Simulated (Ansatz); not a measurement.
**GaH3Cl2: nudged elastic band**

System: GaH3Cl2.
Method: RKS PBE-D4/def2-SVP (Ansatz 0.2.0).

It belongs to a series of runs on one base structure; here: band between the two ends.

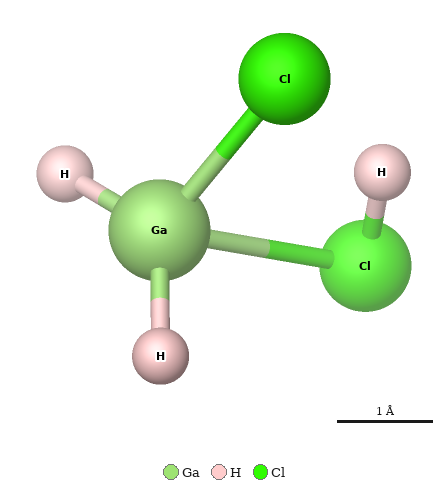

The starting structure (ball-and-stick view, seen at a tilt). Sticks mark near contacts.

**The input**
```yaml
crystal:
  periodic: [false, false, false]
  atoms:
    - { symbol: Ga, position_ang: [-0.208251, 0.153807, 0.214895] }
    - { symbol: H, position_ang: [-0.307274, 1.134303, 1.43169] }
    - { symbol: Cl, position_ang: [1.936387, -0.33303, -0.310817] }
    - { symbol: H, position_ang: [-1.196511, -0.228129, -0.938127] }
    - { symbol: Cl, position_ang: [-0.02092, -2.185411, 1.498215] }
    - { symbol: H, position_ang: [1.129469, -1.853638, 0.878144] }
basis:
  gaussian: { orbitals: def2-SVP }
hamiltonian:
  xc: pbe
  dispersion: d4
neb:
  order_check: false
  images: 5
  f_tol: 0.05
  max_iterations: 60
  final_atoms:
    - { symbol: Ga, position_ang: [0.10136646, -0.88550166, -0.30033773] }
    - { symbol: H, position_ang: [0.25764387, 0.68647875, 1.81042989] }
    - { symbol: Cl, position_ang: [2.06759432, -0.24464448, -0.91258134] }
    - { symbol: H, position_ang: [-1.18941011, -0.11701524, -0.71668196] }
    - { symbol: Cl, position_ang: [0.03428244, -2.75534017, 0.77823901] }
    - { symbol: H, position_ang: [0.06142302, 0.00392479, 2.11493212] }
  initial_path:
    images:
      - { positions_ang: [[-0.208251, 0.153807, 0.214895], [-0.307274, 1.134303, 1.43169], [1.936387, -0.33303, -0.310817], [-1.196511, -0.228129, -0.938127], [-0.02092, -2.185411, 1.498215], [1.129469, -1.853638, 0.878144]] }
      - { positions_ang: [[-0.11041192, 0.08003525, 0.1104877], [-0.23295938, 0.83528862, 1.55103619], [1.99443444, -0.34449526, -0.54285896], [-1.19619193, -0.18758904, -0.96053931], [0.10685537, -2.22027034, 1.36539962], [0.77117342, -1.47506723, 1.25047476]] }
      - { positions_ang: [[-0.01257284, 0.0062635, 0.0060804], [-0.15864476, 0.53627425, 1.67038238], [2.05248187, -0.35596052, -0.77490092], [-1.19587285, -0.14704908, -0.98295162], [0.23463075, -2.25512968, 1.23258423], [0.41287783, -1.09649646, 1.62280552]] }
      - { positions_ang: [[0.08526624, -0.06750825, -0.09832689], [-0.08433015, 0.23725987, 1.78972858], [2.11052931, -0.36742578, -1.00694289], [-1.19555378, -0.10650912, -1.00536392], [0.36240612, -2.28998903, 1.09976885], [0.05458225, -0.71792568, 1.99513628]] }
      - { positions_ang: [[0.09063298, -0.34017272, -0.16566384], [0.02966119, 0.3869995, 1.79662901], [2.09621765, -0.32649868, -0.97548904], [-1.19350589, -0.11001116, -0.9091366], [0.25303156, -2.44510607, 0.99259223], [0.0568625, -0.47730886, 2.03506823]] }
      - { positions_ang: [[0.09599972, -0.61283719, -0.23300079], [0.14365253, 0.53673913, 1.80352945], [2.08190598, -0.28557158, -0.94403519], [-1.191458, -0.1135132, -0.81290928], [0.143657, -2.60022312, 0.88541562], [0.05914276, -0.23669203, 2.07500018]] }
      - { positions_ang: [[0.10136646, -0.88550166, -0.30033773], [0.25764387, 0.68647875, 1.81042989], [2.06759432, -0.24464448, -0.91258134], [-1.18941011, -0.11701524, -0.71668196], [0.03428244, -2.75534017, 0.77823901], [0.06142302, 0.00392479, 2.11493212]] }
```

Run as:
```bash
ansatz run input.yaml --threads 1 --pin off --max-ram 2048MiB --backend cpu --events-out ev --progress --plain --runs-dir out
```

**What the program printed**
```
Engine: ansatz 0.2.0, aarch64-unknown-linux-gnu
Functional definition: PBE
  parameter kappa = 0.804
  parameter beta = 0.06672455060314922
  exchange = pbe_x(kappa = kappa, mu = beta*pi^2/3)
  correlation = pbe_c(beta = beta)
919 factors; their error is unknown
mean field evaluation 1: about -77439.1161 eV, gradient 3.2e1 eV
mean field evaluation 2: about -77438.0893 eV, gradient 4.5e1 eV
mean field evaluation 4: about -77440.6228 eV, gradient 1.2e0 eV
mean field evaluation 8: about -77440.5810 eV, gradient 2.4e-2 eV
mean field -77440.58099106 eV, -2845.8888603105 hartree, gradient 5.5e-5 eV, S^2 0.000000; 0 other end points of the search recorded, 0 dependent functions left out
the calculation of the forces begins
reference -77440.58102645 eV, -2845.8888616108 hartree; 34, 34 occupied and 49, 49 virtual orbitals, 919 factors
919 factors; their error is unknown
mean field evaluation 16: about -77437.1118 eV, gradient 5.3e1 eV
mean field -77441.23078804 eV, -2845.9127399088 hartree, gradient 5.2e-6 eV, S^2 0.000000; 0 other end points of the search recorded, 0 dependent functions left out
[... from here on the field's lines of each further geometry are left out, up to the last ...]
NEB iter   1: max|band force component| = 1.631e1 eV/Å  barrier→ = 2.9158 eV  barrier← = 3.5571 eV  Δτ_max = 0.2000 Å  (166 SCF iters)
NEB iter   2: max|band force component| = 4.972e0 eV/Å  barrier→ = 0.6499 eV  barrier← = 1.2911 eV  Δτ_max = 0.2000 Å  (146 SCF iters)
NEB iter   3: max|band force component| = 2.508e0 eV/Å  barrier→ = 0.5383 eV  barrier← = 1.1795 eV  Δτ_max = 0.2000 Å  (137 SCF iters)
NEB iter   4: max|band force component| = 3.066e0 eV/Å  barrier→ = 0.7811 eV  barrier← = 1.4223 eV  Δτ_max = 0.0991 Å  (139 SCF iters)
NEB iter   5: max|band force component| = 4.318e-1 eV/Å  barrier→ = 0.3256 eV  barrier← = 0.9669 eV  CI = image 3  Δτ_max = 0.1994 Å  (130 SCF iters)
NEB iter   6: max|band force component| = 4.542e-1 eV/Å  barrier→ = 0.3687 eV  barrier← = 1.0099 eV  CI = image 3  Δτ_max = 0.1006 Å  (133 SCF iters)
NEB iter   7: max|band force component| = 2.814e-1 eV/Å  barrier→ = 0.4073 eV  barrier← = 1.0486 eV  CI = image 3  Δτ_max = 0.0504 Å  (125 SCF iters)
NEB iter   8: max|band force component| = 2.622e-1 eV/Å  barrier→ = 0.4168 eV  barrier← = 1.0581 eV  CI = image 3  Δτ_max = 0.0993 Å  (126 SCF iters)
NEB iter   9: max|band force component| = 2.125e-1 eV/Å  barrier→ = 0.4310 eV  barrier← = 1.0723 eV  CI = image 3  Δτ_max = 0.0993 Å  (124 SCF iters)
NEB iter  10: max|band force component| = 9.654e-2 eV/Å  barrier→ = 0.4248 eV  barrier← = 1.0660 eV  CI = image 3  Δτ_max = 0.1297 Å  (127 SCF iters)
NEB iter  11: max|band force component| = 9.954e-2 eV/Å  barrier→ = 0.4238 eV  barrier← = 1.0651 eV  CI = image 3  Δτ_max = 0.0168 Å  (121 SCF iters)
the calculation of the forces begins
reference -77441.16214402 eV, -2845.9102172877 hartree; 34, 34 occupied and 49, 49 virtual orbitals, 919 factors
919 factors; their error is unknown
mean field -77440.16143370 eV, -2845.8734418619 hartree, gradient 2.7e-5 eV, S^2 0.000000; 1 other end points of the search recorded, 0 dependent functions left out
the calculation of the forces begins
reference -77440.16146941 eV, -2845.8734431741 hartree; 34, 34 occupied and 49, 49 virtual orbitals, 919 factors
NEB iter  12: max|band force component| = 4.986e-2 eV/Å  barrier→ = 0.4236 eV  barrier← = 1.0649 eV  CI = image 3  Δτ_max = 0.0000 Å  (238 SCF iters)
```

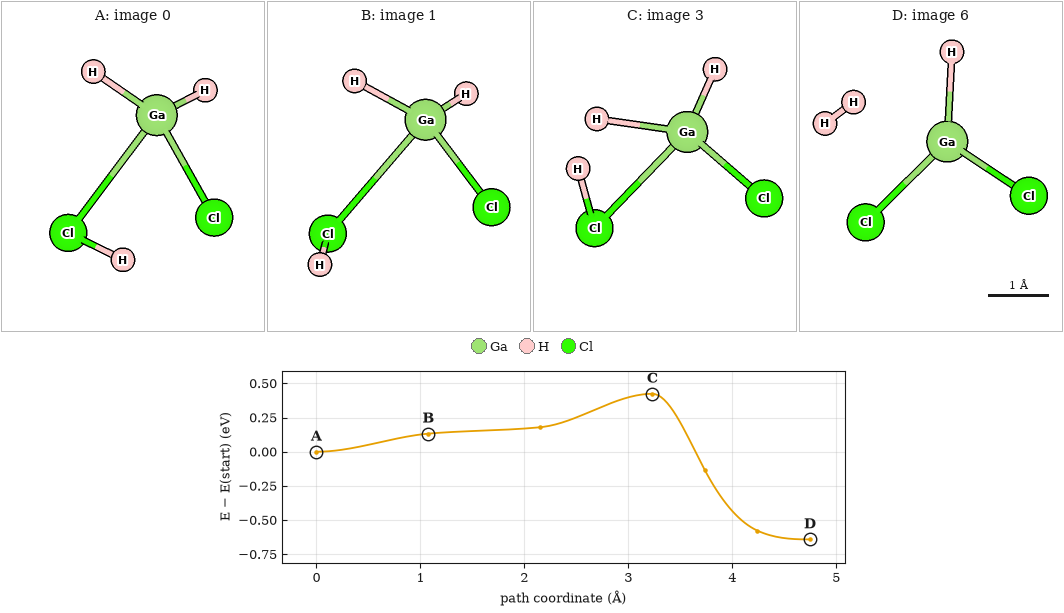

Images of the last band (counted from 0; ball-and-stick, seen at a tilt) above the energy along the path; the line is a cubic interpolation that uses the forces. The highest image is number 3, 0.424 eV above the start and 1.065 eV above the end (the climbing image); the end lies 0.641 eV below the start. The path is 4.75 Å long. The band converged in 12 iterations.

```
Total energy: -77440.30324188 eV, -2845.8786532163 hartree
Atom 0 at     0.121718    -0.238900    -0.075818 Å, force    -0.017664    -0.008508     0.011761 eV/Å
Atom 1 at     0.111300     0.273472     1.546263 Å, force    -0.001888     0.000368    -0.004634 eV/Å
Atom 2 at     2.101230    -0.014933    -0.904261 Å, force     0.006639     0.001081    -0.002498 eV/Å
Atom 3 at    -1.209946    -0.154461    -0.878693 Å, force     0.008941    -0.001444     0.001646 eV/Å
Atom 4 at     0.101177    -2.317848     1.327307 Å, force    -0.003491     0.005859    -0.008800 eV/Å
Atom 5 at     0.107421    -0.859428     1.759201 Å, force     0.007464     0.002644     0.002525 eV/Å
Dipole moment:    -0.293104     0.141166     0.135429 e Å
this run last wrote the band of iteration 12 to [file]
```

**The last band as extended XYZ (Å, eV, eV/Å)**
```
6
Properties=species:S:1:pos:R:3:forces:R:3 image=0 energy=-77440.72685
Ga   -0.2083    0.1538    0.2149   -0.0032   0.0039  -0.0016
H    -0.3073    1.1343    1.4317    0.0001  -0.0018  -0.0040
Cl    1.9364   -0.3330   -0.3108    0.0026   0.0023   0.0002
H    -1.1965   -0.2281   -0.9381    0.0024  -0.0003   0.0052
Cl   -0.0209   -2.1854    1.4982    0.0013  -0.0013   0.0005
H     1.1295   -1.8536    0.8781   -0.0032  -0.0029  -0.0003
6
Properties=species:S:1:pos:R:3:forces:R:3 image=1 energy=-77440.59452
Ga   -0.1196    0.1879    0.0323   -0.0418   0.0105   0.0073
H    -0.1981    0.9681    1.3946   -0.0123   0.0226  -0.0095
Cl    1.9320   -0.0324   -0.7137    0.0214  -0.0181   0.0214
H    -1.2519   -0.1734   -0.9925    0.0089  -0.0035  -0.0015
Cl   -0.1067   -2.2805    1.3018   -0.0295   0.0098   0.0107
H     1.0772   -1.9817    1.7515    0.0533  -0.0213  -0.0284
6
Properties=species:S:1:pos:R:3:forces:R:3 image=2 energy=-77440.54750
Ga    0.0370    0.0854   -0.0715   -0.0290   0.0294   0.0361
H     0.0414    0.7141    1.3796   -0.0062   0.0304  -0.0487
Cl    2.0043    0.0429   -1.0146    0.0132  -0.0027  -0.0149
H    -1.1869   -0.2097   -1.0078    0.0151  -0.0048  -0.0035
Cl    0.1023   -2.3705    1.2412    0.0057   0.0427   0.0412
H     0.3348   -1.5744    2.2470    0.0011  -0.0951  -0.0101
6
Properties=species:S:1:pos:R:3:forces:R:3 image=3 energy=-77440.30321
Ga    0.1217   -0.2389   -0.0758   -0.0177  -0.0085   0.0118
H     0.1113    0.2735    1.5463   -0.0019   0.0004  -0.0046
Cl    2.1012   -0.0149   -0.9043    0.0066   0.0011  -0.0025
H    -1.2099   -0.1545   -0.8787    0.0089  -0.0014   0.0016
Cl    0.1012   -2.3178    1.3273   -0.0035   0.0059  -0.0088
H     0.1074   -0.8594    1.7592    0.0075   0.0026   0.0025
6
Properties=species:S:1:pos:R:3:forces:R:3 image=4 energy=-77440.86241
Ga    0.1246   -0.5330   -0.1338   -0.0101  -0.8720  -0.1663
H     0.1426    0.3016    1.6500   -0.0077   0.0362   0.3388
Cl    2.0923   -0.0711   -0.8909   -0.0422   0.0539   0.1010
H    -1.1999   -0.0879   -0.8272    0.0267   0.1171   0.1389
Cl    0.0584   -2.4034    1.1664    0.0128  -0.3001  -0.5529
H     0.1149   -0.5183    1.8094    0.0205   0.9649   0.1404
6
Properties=species:S:1:pos:R:3:forces:R:3 image=5 energy=-77441.30395
Ga    0.1106   -0.7540   -0.2256   -0.0055  -0.1504  -0.0664
H     0.1695    0.4898    1.7410    0.0053   0.1193   0.0723
Cl    2.0731   -0.1376   -0.8824   -0.0123  -0.0131   0.0214
H    -1.1855   -0.0733   -0.7643    0.0119   0.0026   0.0399
Cl    0.0451   -2.5748    0.9692    0.0083  -0.1302  -0.1559
H     0.1200   -0.2622    1.9361   -0.0077   0.1718   0.0887
6
Properties=species:S:1:pos:R:3:forces:R:3 image=6 energy=-77441.36812
Ga    0.1014   -0.8855   -0.3003   -0.0080   0.0090  -0.0027
H     0.2576    0.6865    1.8104   -0.0050  -0.0272   0.0120
Cl    2.0676   -0.2446   -0.9126   -0.0005   0.0004   0.0004
H    -1.1894   -0.1170   -0.7167    0.0074  -0.0067   0.0007
Cl    0.0343   -2.7553    0.7782   -0.0005  -0.0026   0.0011
H     0.0614    0.0039    2.1149    0.0066   0.0271  -0.0114
```

**Summary**

- outcome: converged
- barrier, forward: 0.424 eV
- barrier, backward: 1.065 eV
- hardware: 1 thread of Arm Neoverse V1, 24 GiB of memory available, shared host
- wall time: 2.4 min
- peak memory: 0.12 GiB

The order of the saddle point was not checked.
